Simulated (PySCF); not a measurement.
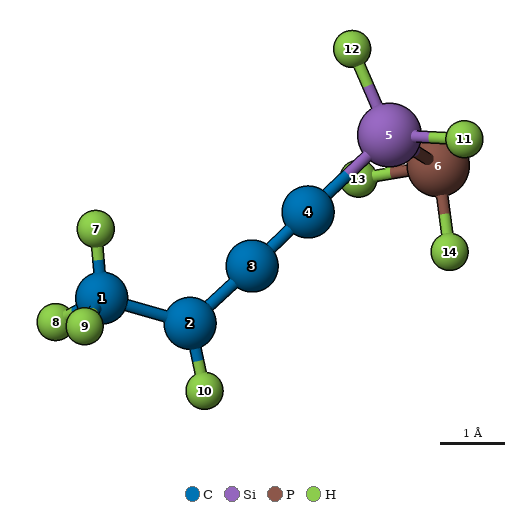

Figure 1. The input geometry (ball-and-stick view, seen at a tilt; atoms are numbered from 1 in the order of the input).

# C$_{4}$H$_{8}$PSi: EPR calculation

System: C$_{4}$H$_{8}$PSi, multiplicity 2.
Method: UKS B3LYP, pcH-1 on C H P Si, non-relativistic, mean-field spin-orbit, GIAO (PySCF 2.14.0).

It belongs to a series of runs on one base structure; here: H removed from sp3 C.

## Log
```
UKS, coarse grid
  cycle   1  E = -787.98805435  |g| = 3.10e-01
  cycle   2  E = -787.97719134  |g| = 3.26e-01
  cycle   3  E = -788.03208346  |g| = 7.50e-02
  cycle   4  E = -788.03355415  |g| = 5.65e-02
  cycle   5  E = -788.03526364  |g| = 1.54e-02
  cycle   6  E = -788.03540169  |g| = 6.35e-03
  cycle   7  E = -788.03543862  |g| = 1.98e-03
  cycle   8  E = -788.03544484  |g| = 1.22e-03
  cycle   9  E = -788.03544695  |g| = 3.33e-04
UKS, final grid
  cycle   1  E = -788.03544321  |g| = 2.36e-04
  cycle   2  E = -788.03544330  |g| = 2.27e-04
  cycle   3  E = -788.03544334  |g| = 1.10e-04
  cycle   4  E = -788.03544336  |g| = 1.30e-04
  cycle   5  E = -788.03544337  |g| = 2.45e-05
  cycle   6  E = -788.03544337  |g| = 6.83e-06
E = -788.03544337 Eh   <S^2> = 0.7688 (exact 0.7500)
g shifts (ppm)      1          2          3
  rmc          -139       -139       -139
  gc             -4         22         27
  oz_so         -48        183        746
  total        -191         67        634
hyperfine (MHz)  atom isotope    a_iso     a_fc   dipolar eigenvalues
    0   13C     -26.04     -26.05     -1.82      0.24      1.58
    1   13C      61.03      61.11    -57.34    -56.39    113.73
    2   13C     -59.45     -59.48    -21.46     -1.23     22.69
    3   13C      44.35      44.41    -43.26    -33.09     76.36
    4  29Si      27.50      27.55     -1.62      0.06      1.56
    5   31P      -7.36      -7.14    -17.30    -15.82     33.13
    6    1H       2.15       2.15     -2.69     -2.57      5.26
    7    1H      83.10      83.10     -3.79     -2.49      6.28
    8    1H      75.85      75.84     -3.72     -2.57      6.29
    9    1H     -48.79     -48.80    -26.04     -1.16     27.20
   10    1H      32.53      32.53     -2.02     -1.15      3.17
   11    1H       1.77       1.77     -1.81     -1.66      3.47
   12    1H       0.20       0.20     -1.95     -0.37      2.33
   13    1H      -0.55      -0.56     -1.80     -0.41      2.21
```

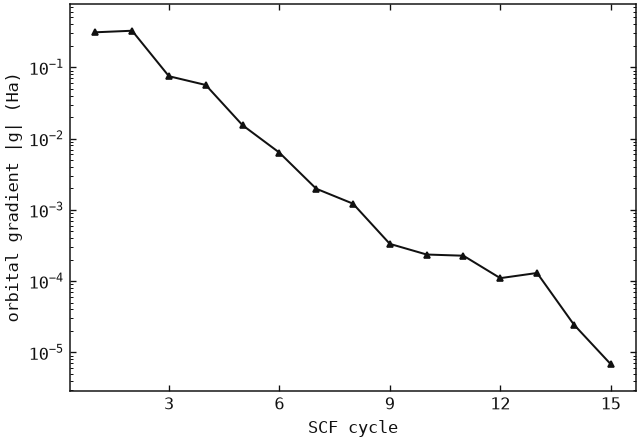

Figure 2. Convergence of the self-consistent field: orbital gradient |g| against the SCF cycle. All cycles printed in the log are drawn one after another.

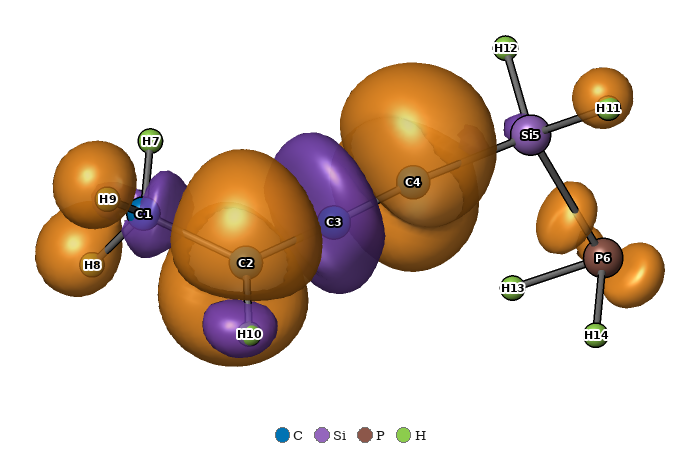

Figure 3. Isosurfaces of the spin density (α minus β) at +0.01 (orange) and −0.01 e/Å³ (purple), seen at a tilt. The unpaired spin (1 electron) lies mostly on C2 (about 0.4) and C4 (about 0.3), in electrons by Hirshfeld's partition.

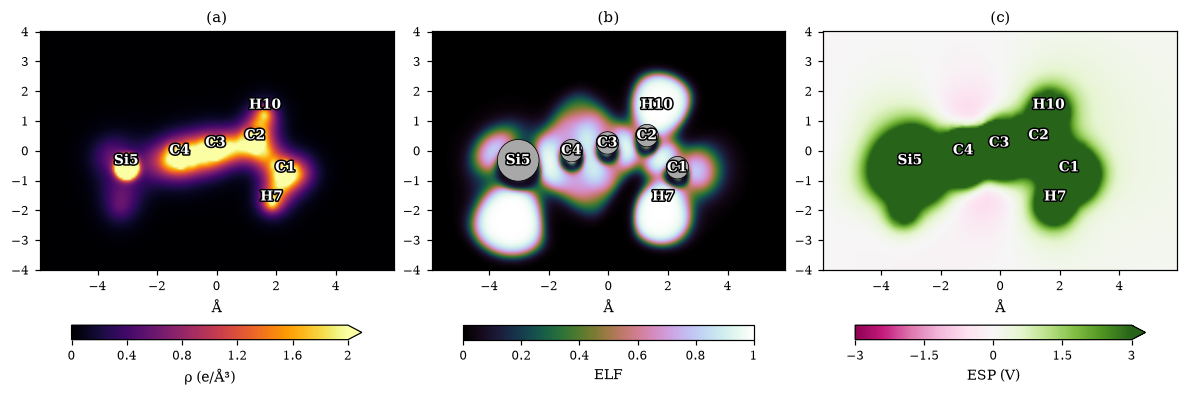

Figure 4. (a) electron density; (b) electron localisation function; (c) electrostatic potential on the plane of atoms C1, C2 and H10. Grey discs, where drawn, cover atomic cores. The section cuts through C, Si and H sites. C–C (1.23 Å): ρ at the midpoint is about 2 e/Å³; the ELF peaks at about 0.90 between the atoms (a multiple bond by its length, whose ELF region spreads away from the axis).

The run was set up as follows.

## The input
```
{"job": {"kind": "epr", "basis": "pcH-1"}, "charge": 0, "multiplicity": 2}
C     -2.948335    -0.524828     0.075872
C     -1.764178    -0.653151     0.964024
C     -0.599980    -0.013786     0.732552
C      0.439804     0.612702     0.511594
Si     2.069276     1.343166     0.116059
P      3.676435    -0.237867     0.028444
H     -2.754240     0.173216    -0.734603
H     -3.214738    -1.495889    -0.348131
H     -3.812522    -0.178510     0.646648
H     -1.849656    -1.292746     1.830889
H      2.482009     2.277615     1.170456
H      2.019375     1.979009    -1.204544
H      2.949199    -1.129138    -0.737109
H      3.306875    -0.860266     1.205709
```

The first line tells a small driver script what to run in PySCF; the rest is the geometry in Å.

Launched with:
```bash
OMP_NUM_THREADS=1 python <driver script> task.json out
```

## Results in brief

```csv
quantity,value
outcome,converged
total energy,−788.035443 hartree
⟨S²⟩,0.769
isotropic g,2.0025
hardware,"1 CPU thread, shared host"
wall time,2.2 min
peak memory,0.91 GiB
```
